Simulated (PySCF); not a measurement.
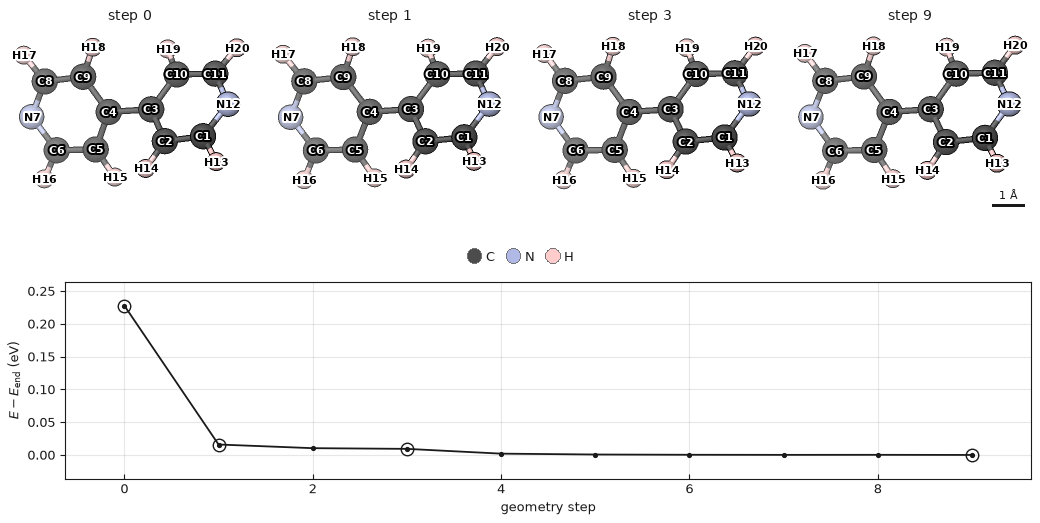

Frames of a relaxation of C10H8N2, marked on the history of the run. A ball-and-stick model, seen at a tilt.

The start comes from GFN2-xTB. Its atoms were then displaced at random by about 0.01 Å.

Computed with PBE0-D3(BJ)/def2-SVP geometry optimisation, gas phase in PySCF 2.14.0, density-fitted response routines. 

**What happens along the run?**

The energy falls by 0.228 eV in 9 geometry steps. The largest moves after the best rigid fit, 0.12 Å, are those of H14, H18 and H20. By element the largest moves are H 0.12 Å, C 0.08 Å, N 0.04 Å. Among the contacts that change: C1–H13 1.141 → 1.096 Å, C3–C4 1.524 → 1.478 Å, C1–C2 1.362 → 1.393 Å, C1–N12 1.304 → 1.330 Å. Bond angles that change, for instance: C5–C4–C9 120.3° → 117.0°, N12–C1–H13 113.7° → 116.5°, C4–C9–C8 116.7° → 119.2°. Cost: 2 min on 2 threads of Intel(R) Xeon(R) Platinum 8488C, with other jobs on the host. From step 0 to 1: H13 moves most (0.09 Å), energy −0.212 eV. From step 1 to 3: H13 moves most (0.16 Å), energy −0.007 eV. From step 3 to 9: H20 moves most (0.06 Å), energy −0.009 eV.

```csv
step,"E − E(0), eV"
0,0.0000
1,-0.2118
2,-0.2174
3,-0.2185
4,-0.2258
5,-0.2271
6,-0.2275
7,-0.2276
8,-0.2276
9,-0.2278
```
